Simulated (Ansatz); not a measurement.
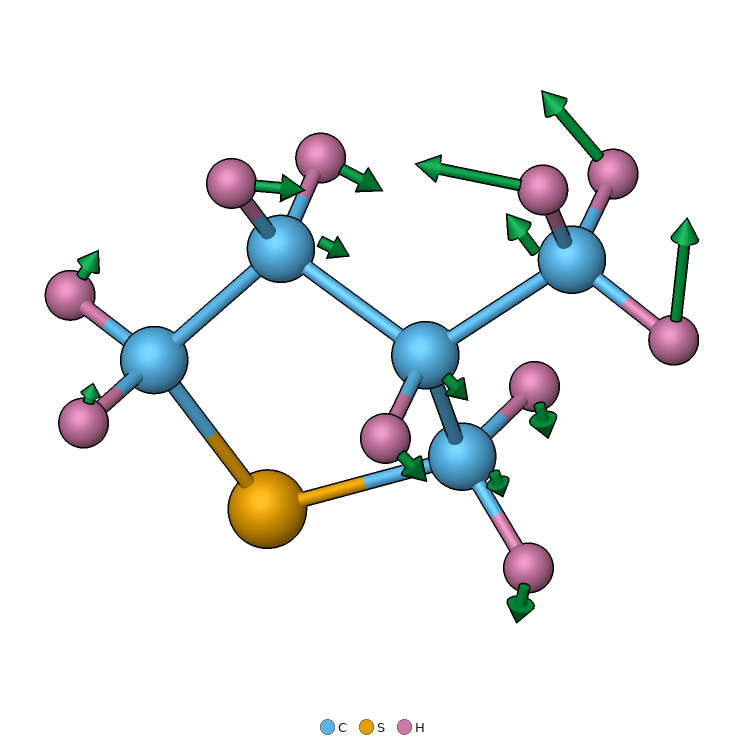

The arrows show one normal mode. Harmonic vibrations computed with RKS PBE0-D4/def2-TZVP (Ansatz 0.2.0) at a stationary point of the same level.

Question: Estimate its harmonic wavenumber.

Answer: 295 cm⁻¹; it is mode 4 of 42 counted from the lowest.
